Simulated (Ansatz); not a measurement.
# CH₄GaN: what the fields show

The calculation's input:

```
crystal:
  periodic: [false, false, false]
  atoms:
    - {symbol: C, position_ang: [0.500576, -0.633236, 0.238724]}
    - {symbol: Ga, position_ang: [1.405946, 0.974703, -0.752627]}
    - {symbol: "N", position_ang: [-0.660137, 0.306446, 0.156274]}
    - {symbol: H, position_ang: [-1.514369, -0.088045, -0.228509]}
    - {symbol: H, position_ang: [0.320033, -1.492816, -0.414124]}
    - {symbol: H, position_ang: [0.695618, -0.988181, 1.255003]}
    - {symbol: H, position_ang: [-0.881428, 0.738838, 1.048178]}
basis:
  gaussian:
    orbitals: def2-TZVPD
total_charge: 0
magnetization:
  spin_polarized: false
hamiltonian:
  xc: pbe0
output: {forces: true, orbitals: {seedname: orbitals}}
```

Launched as:

```sh
ansatz run input.yaml --threads 1 --pin off --max-ram 2610MiB --events-out events.jsonl --progress --plain --runs-dir runs
```

Geometry: B3LYP/6-31G*.

All numbers below come from isolated molecule in a Gaussian basis; Kohn-Sham density functional theory, functional PBE0 in Ansatz 0.2.0.

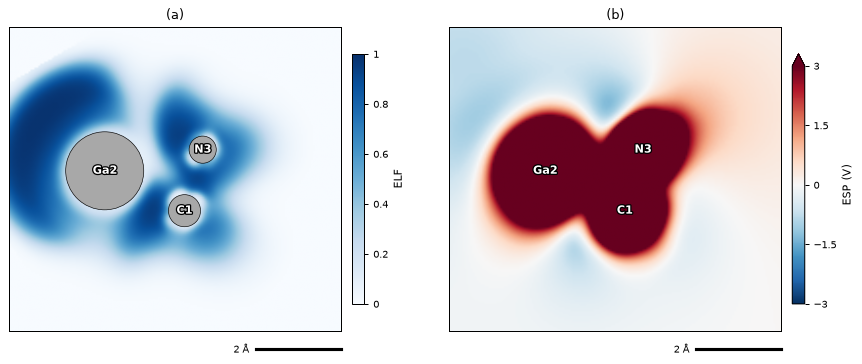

Figure 1. (a) ELF; (b) molecular electrostatic potential on the plane of atoms C1, Ga2 and N3. Grey discs cover the atomic cores in the ELF map.

Describe what can be read from this map.

Answer.
- The section cuts through C, Ga and N sites.
- C–N (1.50 Å): the ELF peaks at about 0.90 between the atoms; a covalent bond.
- C–Ga (2.09 Å): the ELF peaks at about 0.90 in the valence shell of C, 0.7 Å from its nucleus, and is about 0.50 at the midpoint.
- Ga–N (2.35 Å): the ELF peaks at about 0.85 in the valence shell of N, 0.6 Å from its nucleus, and is about 0.20 at the midpoint.
- Outside the dense part of the molecule the potential is most negative (−1.3 V) near N3.

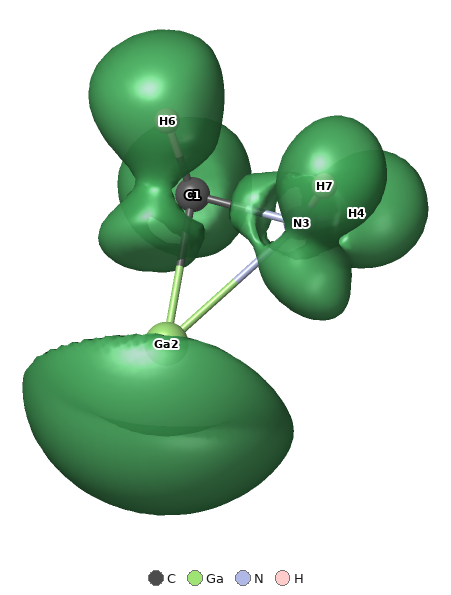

Figure 2. Isosurface of the electron localisation function at 0.75 (green), seen at a tilt. Only the valence region is drawn (cores and ρ < 0.01 e/Å³ removed).

Describe the localisation domains.

Answer. The surface consists of one lobe on Ga, pointing away from the bonds (lone pairs), one joined region spread over several atoms (C, H), in which their bonds and any lone pairs are merged and one joined region spread over several atoms (H, N), in which their bonds and any lone pairs are merged.

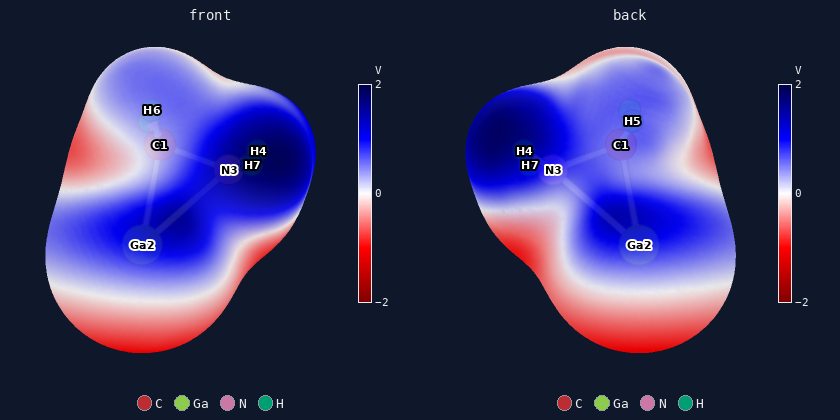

Figure 3. The molecular electrostatic potential painted on the density surface at 0.002 e/bohr³, seen from the front and from behind; the colour scale runs from red (negative) to blue (positive).

Where is the surface potential most negative and most positive?

Answer. The most negative region (about −1.0 V) lies over N3, the most positive (about +1.9 V) over H4 and H7. N3 is the likeliest acceptor of a hydrogen bond.

How polar is the molecule by this calculation?

Answer. Its dipole moment is 2.13 D.
